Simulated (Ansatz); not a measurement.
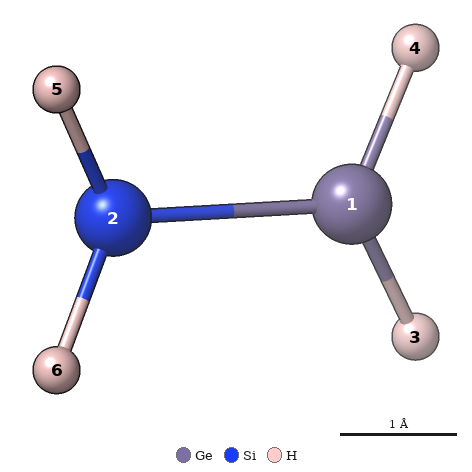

Orthographic view. Distant atoms are faded towards the background colour. Computed geometry: PBE0-D4/def2-TZVP optimisation.

Give the geometry as a Z-matrix, atoms in numerical order, with these reference atoms: 2 to 1; 3 to 1, 2; 4 to 1, 3, 2; 5 to 2, 1, 3; 6 to 2, 5, 1.

```
Ge 
Si   1   2.201
H    1   1.534   2   119.2
H    1   1.534   3   111.3   2  -144.9
H    2   1.484   1   117.8   3   178.6
H    2   1.484   5   112.1   1   141.4
```
